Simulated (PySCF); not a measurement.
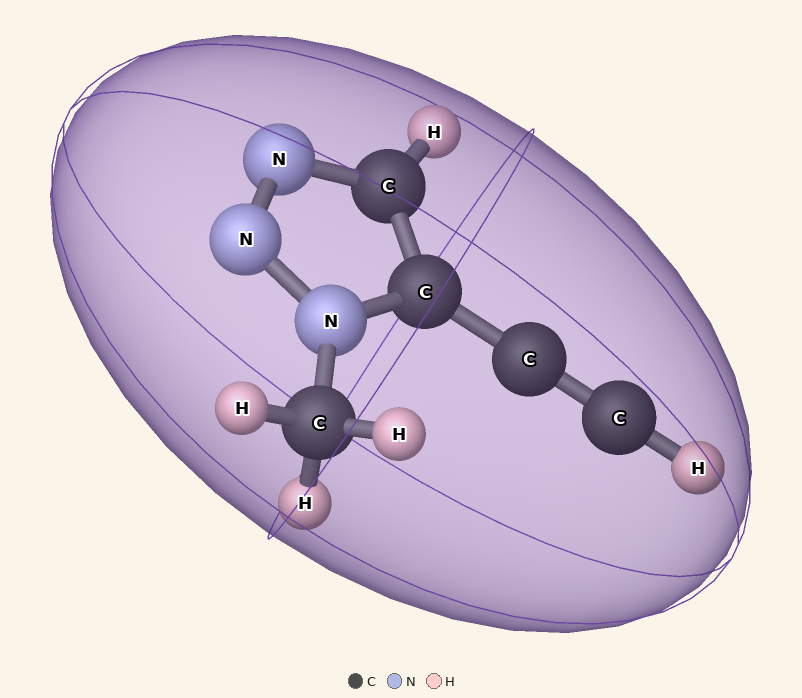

The ellipsoid shows the static dipole polarisability: its half-axes are proportional to the principal values. The geometry was computed by an optimisation with GFN2-xTB. No frequency run is at hand to confirm it as a minimum. Computed with CAM-B3LYP/def2-SVPD (PySCF 2.14.0).

Question: How large and how anisotropic is the polarisability?

Answer: Principal values 47.8, 77.4, 108.7 bohr³; mean 77.9 bohr³ (11.55 Å³); anisotropy 52.7 bohr³, so the longest axis is 2.27 times the shortest.
